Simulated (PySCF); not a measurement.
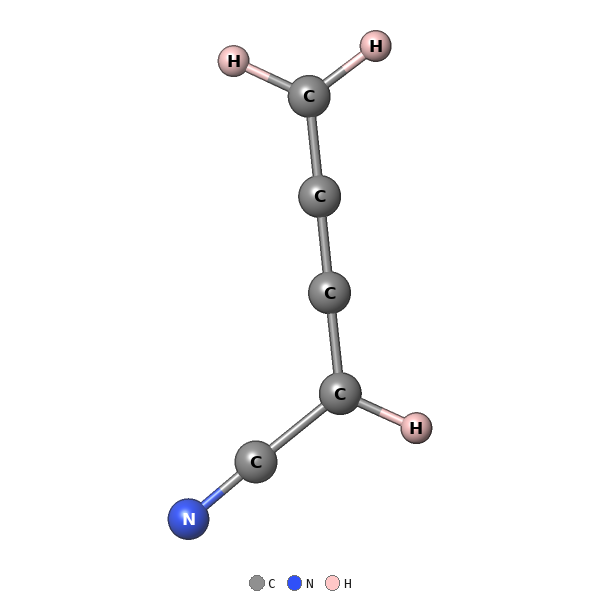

All atoms lie in one plane, which faces the viewer. The computed structure is the end point of a PBE0-D3(BJ)/def2-SVP optimisation. No frequency run is at hand to confirm it as a minimum.

Q: List the symmetry elements and name the point group.

A: It has 1 mirror plane, so the point group is Cs. The group has 2 operations. The geometry is achiral, and symmetry allows a dipole moment.
